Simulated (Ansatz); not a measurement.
# Calculations on C2H3BF2Ge

**1. Relaxation**

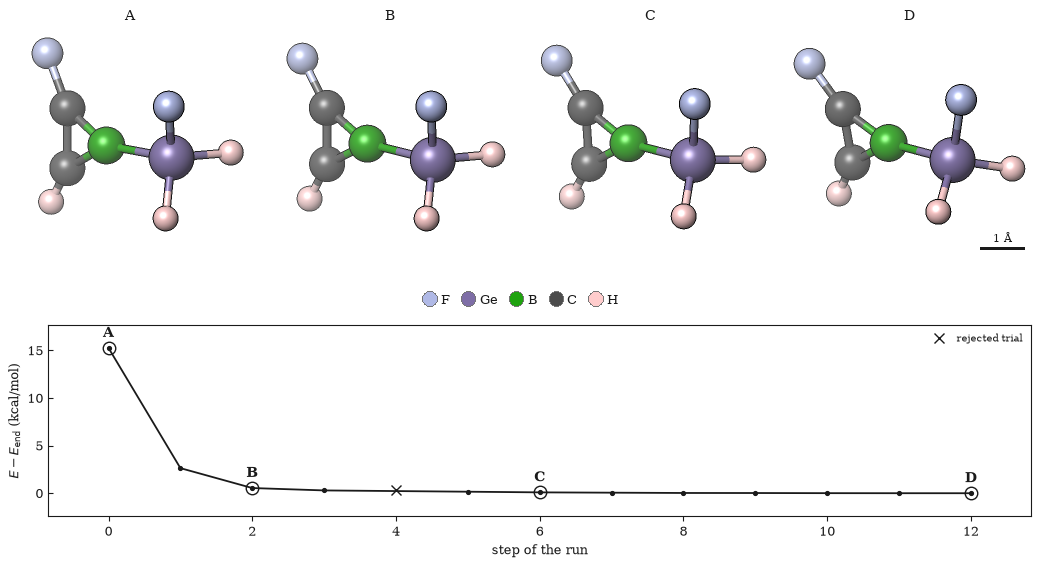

Frames of a relaxation of C$_{2}$H$_{3}$BF$_{2}$Ge, marked on the history of the run. Style: ball-and-stick. Shown from a free direction.

The run prepares an end point of a later path (hydrogen shift) calculation, from a guessed geometry.

Computed with RKS PBE/def2-SVP (Ansatz 0.2.0).

Input file:
```yaml
crystal:
  periodic: [false, false, false]
  atoms:
    - { symbol: F, position_ang: [-2.2177, -0.8553, 1.4113] }
    - { symbol: Ge, position_ang: [-0.6953, -1.3001, 0.7929] }
    - { symbol: B, position_ang: [0.1033, 0.2341, -0.2419] }
    - { symbol: C, position_ang: [1.1455, 0.7804, -1.2624] }
    - { symbol: C, position_ang: [0.3884, 1.6814, -0.4556] }
    - { symbol: F, position_ang: [0.141, 2.9901, -0.0798] }
    - { symbol: H, position_ang: [0.2528, -1.6754, 1.9876] }
    - { symbol: H, position_ang: [-0.8148, -2.5006, -0.1546] }
    - { symbol: H, position_ang: [1.7852, 0.599, -2.0145] }
basis:
  gaussian: { orbitals: def2-SVP }
hamiltonian:
  xc: pbe
relax:
  f_tol: 0.02
  max_steps: 50
```

Command:
```bash
ansatz run input.yaml --threads 2 --pin off --max-ram 3072MiB --backend cpu --events-out ev --progress --plain --runs-dir out
```

### Describe the path.

The energy falls by 15.3 kcal/mol in 11 accepted moves (12 points after the start). Largest force component: 5.4 eV/Å at the start, 0.018 eV/Å at the end. The line search rejected the trial step at point 4 of the run. The forces were under the threshold at step 6, but the run went on from there. F6 moves most after the best rigid fit: 0.51 Å. By element the largest moves are F 0.51 Å, H 0.43 Å, C 0.19 Å, B 0.09 Å, Ge 0.06 Å. Near-neighbour distances that change, for instance: C4–H9 1.004 → 1.100 Å, C4–C5 1.427 → 1.352 Å, F1–Ge2 1.702 → 1.771 Å, C5–F6 1.384 → 1.318 Å. Among the angles between lasting bonds that change: B3–C5–F6 147.7° → 155.5°, C4–C5–F6 147.7° → 140.2°, C5–C4–H9 151.1° → 144.3°. Groups turn about Ge2–B3 by about 25°. Cost: 25 s on 2 threads of AMD EPYC 7B13 (Zen 3) (shared host), peak memory 0.18 GiB. From step 0 to 2: F6 moves most (0.18 Å), energy −14.7 kcal/mol. From step 2 to 6: F6 moves most (0.16 Å), energy −0.45 kcal/mol. From step 6 to 12: F and H atoms move most (0.24 Å), energy −0.09 kcal/mol.

```tsv
step	E − E(0), kcal/mol	largest force component, eV/Å	note
0	0.00	5.3783	
1	-12.62	1.5364	
2	-14.71	0.5821	
3	-14.96	0.2773	
4	-14.95	0.2468	rejected
5	-15.10	0.0754	
6	-15.17	0.0140	
7	-15.20	0.1644	
8	-15.23	0.0793	
9	-15.24	0.0661	
10	-15.25	0.0264	
11	-15.26	0.0319	
12	-15.26	0.0177
```

**2. Relaxation**

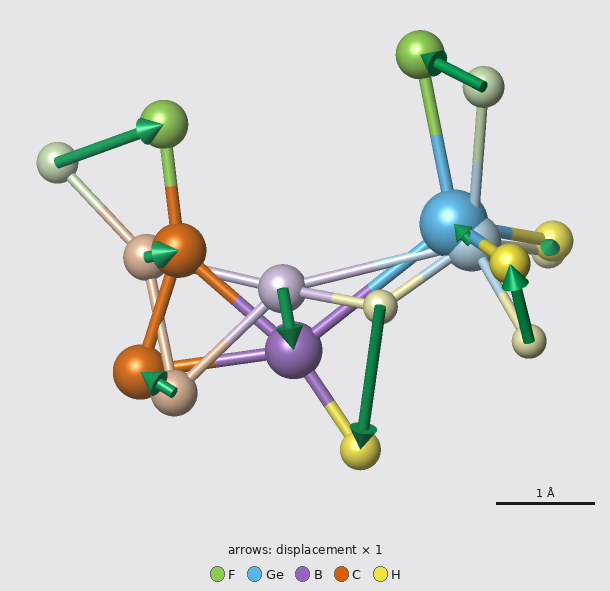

This is a relaxation of C₂H₃BF₂Ge. The starting structure is drawn faded, the final one solid; green arrows show the displacements, at their true length. The two geometries are superimposed by the best rigid fit.

Style: ball-and-stick. Shown at a tilt.

The run prepares an end point of a later path (hydrogen shift) calculation, from a guessed geometry.

Theory: RKS PBE/def2-SVP (Ansatz).

Input
```yaml
crystal:
  periodic: [false, false, false]
  atoms:
    - { symbol: F, position_ang: [-2.2177, -0.8553, 1.4113] }
    - { symbol: Ge, position_ang: [-0.6953, -1.3001, 0.7929] }
    - { symbol: B, position_ang: [0.1033, 0.2341, -0.2419] }
    - { symbol: C, position_ang: [1.1455, 0.7804, -1.2624] }
    - { symbol: C, position_ang: [0.3884, 1.6814, -0.4556] }
    - { symbol: F, position_ang: [0.141, 2.9901, -0.0798] }
    - { symbol: H, position_ang: [0.2528, -1.6754, 1.9876] }
    - { symbol: H, position_ang: [-0.8148, -2.5006, -0.1546] }
    - { symbol: H, position_ang: [-0.32557, -0.85442, -0.23164] }
basis:
  gaussian: { orbitals: def2-SVP }
hamiltonian:
  xc: pbe
relax:
  f_tol: 0.02
  max_steps: 50
```

Launched with:
```bash
ansatz run input.yaml --threads 2 --pin off --max-ram 3072MiB --backend cpu --events-out ev --progress --plain --runs-dir out
```

**What happened in the run?**

Over 17 geometry steps the energy falls by 510.2 kJ/mol. The largest force component goes from 14 to 0.017 eV/Å. The largest move after the best rigid fit is that of H9, 1.62 Å. Largest moves by element: H 1.62 Å, F 1.34 Å, B 0.65 Å, C 0.44 Å, Ge 0.26 Å. Near-neighbour distances that change, for instance: Ge2–H9 1.177 → 2.527 Å, Ge2–B3 2.016 → 2.126 Å, C4–C5 1.427 → 1.319 Å, C5–F6 1.384 → 1.299 Å. Bonds break, among them: Ge2–H9 (1.18 → 2.53 Å). Bond angles that change, for instance: Ge2–B3–H9 30.9° → 94.1°, Ge2–B3–C5 152.7° → 101.2°, B3–C5–F6 147.7° → 137.2°. Cost: 36 s on 2 threads of AMD EPYC 7B13 (Zen 3), on a shared host, peak memory 0.18 GiB.

**3. Path**

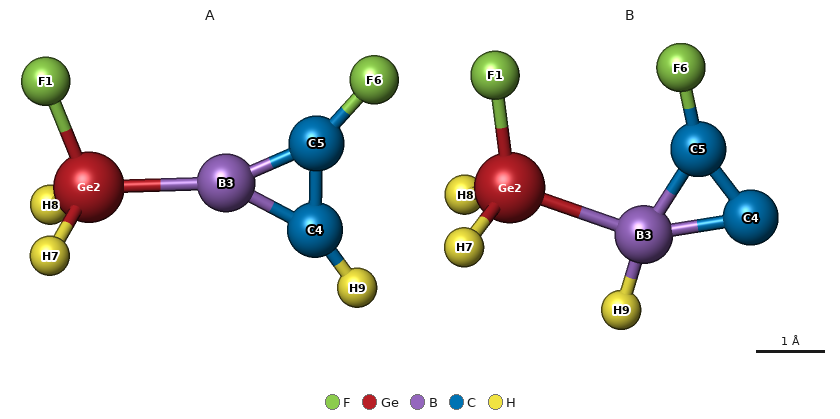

The two relaxed end points of a path for C2H3BF2Ge. A ball-and-stick model, seen at a tilt.

These are results of RKS PBE/def2-SVP (Ansatz 0.2.0), not measurements.

Settings: 5 movable images; climbing image; force threshold 0.03 eV/Å; iteration limit 60.

Start:
```xyz
9

F    -2.0619   -0.8354    1.7275
Ge   -0.6567   -1.3492    0.7803
B     0.1463    0.2706   -0.1661
C     1.1997    0.8445   -1.0856
C     0.2874    1.6916   -0.5588
F    -0.0333    2.9694   -0.5706
H     0.3206   -1.9895    1.8047
H    -1.1924   -2.4238   -0.2058
H     2.0787    0.7755   -1.7426
```

End:
```xyz
9

F    -1.7635   -0.2157    1.3850
Ge   -0.4323   -1.0117    0.5413
B     0.8203    0.2127   -0.6636
C     1.2131    1.6586   -1.2554
C     0.1660    1.6144   -0.4554
F    -0.8390    2.1094    0.2031
H     0.4683   -1.6349    1.6422
H    -1.0811   -2.0637   -0.3987
H     1.5366   -0.7156   -1.0155
```

> What barrier does the band find between them, and by what path?

Forward barrier 2.50 eV, backward barrier 0.25 eV, with image 4 at the top; the reaction energy is +2.25 eV. A hydrogen atom shifts from one atom to another. Breaking: C4–H9 (1.10 → 1.80 at the top → 2.41 Å). Forming: B3–H9 (2.54 → 1.22 at the top → 1.22 Å). The band converged in 17 iterations. The largest component of the band force went from 14 to 0.013 eV/Å. The climbing image converged on the top of the path. Its vibrational analysis gives one imaginary mode (460i cm⁻¹), as a transition state must have.

Energies of the converged images:

```tsv
image	path (Å)	E (eV)
0	0.00	0.000
1	0.54	0.333
2	1.08	1.483
3	1.62	2.092
4	2.16	2.502
5	2.66	2.363
6	3.15	2.255
```

The geometry at the top of the path:

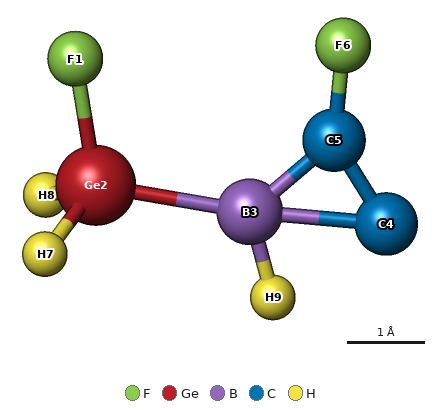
